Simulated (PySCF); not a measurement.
C2H10BNO2Si2

Input

```
{"job": {"kind": "uv", "xc": "PBE0", "basis": "def2-SVPD", "ip": true, "dynamic": false}, "charge": 0, "multiplicity": 1}
O      2.272445    -1.398686    -0.483114
B      1.882564    -0.100066    -0.588169
O      2.651283     0.728301    -1.362772
C      0.554226     0.369035     0.109258
C      0.032996    -0.542311     1.244527
Si    -1.819973    -0.249580     1.471437
N     -2.214373     0.227637    -0.163091
Si    -0.833117     0.502129    -1.185002
H      3.068125    -1.565185    -1.000764
H      2.328865     1.633226    -1.389560
H      0.671794     1.406147     0.476469
H      0.179431    -1.597961     0.960428
H      0.608193    -0.395454     2.172927
H     -2.122186     0.821684     2.478771
H     -2.570714    -1.471181     1.904567
H     -3.168074     0.304934    -0.497702
H     -0.697892    -0.509594    -2.283229
H     -0.837873     1.847171    -1.849635
```

Command:

```sh
OMP_NUM_THREADS=1 python probes_run.py task.json out
```

Geometry: PBE0-D3(BJ)/def2-SVP.

All numbers below come from PBE0/def2-SVPD, SCF density, gas phase in PySCF.

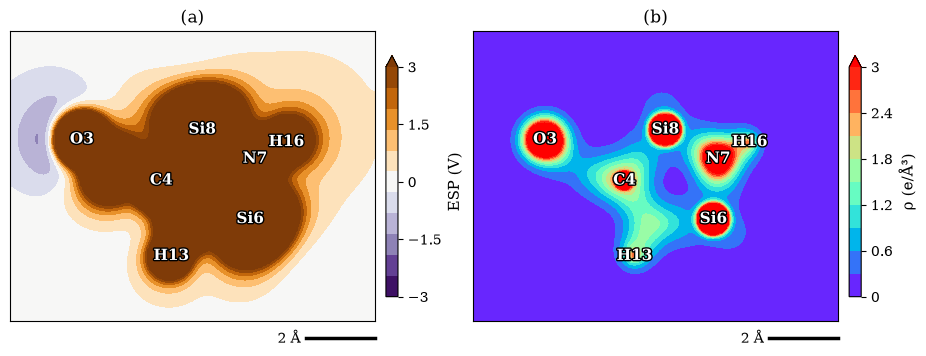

Figure 1. (a) electrostatic potential; (b) total electron density on the plane of atoms Si6, N7 and H16.

Q: Read the bonding off the picture.

A:
- The section cuts through O, C, Si, N and H sites.
- Si–N (1.74 Å): ρ at the midpoint is about 1 e/Å³.
- C–Si (1.90 Å): ρ at the midpoint is about 0.91 e/Å³.
- N–H (1.01 Å): ρ at the midpoint is about 2.7 e/Å³.
- Outside the dense part of the molecule the potential is most negative (−1.4 V) near O3.

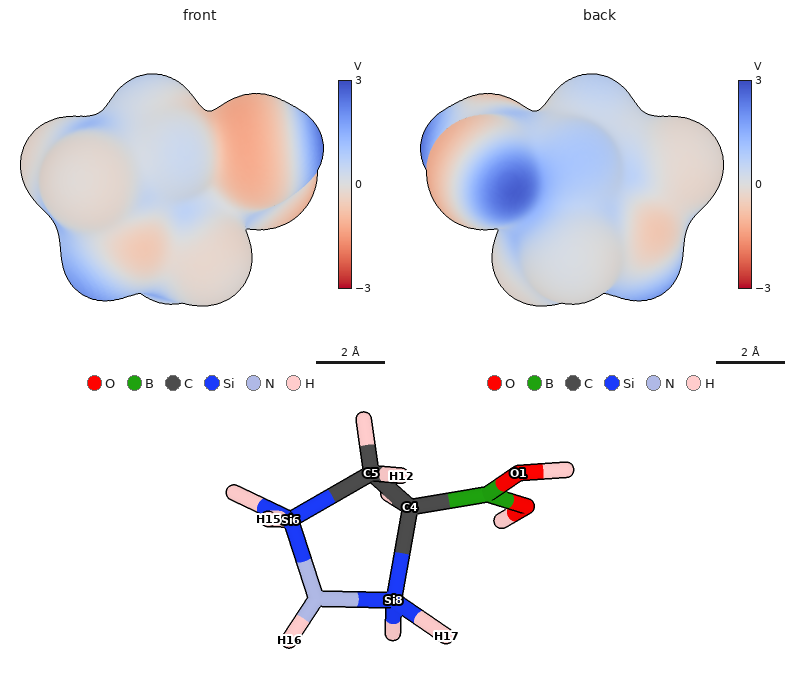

Figure 2. The molecular electrostatic potential painted on the density surface at 0.002 e/bohr³, seen from the front and from behind; red is negative and blue positive. The bare structure is drawn below in the same view.

Q: Describe the electrostatic potential map.

A: The most negative region (about −1.2 V) lies over O1, the most positive (about +2.6 V) over H10. O1 is the likeliest acceptor of a hydrogen bond.
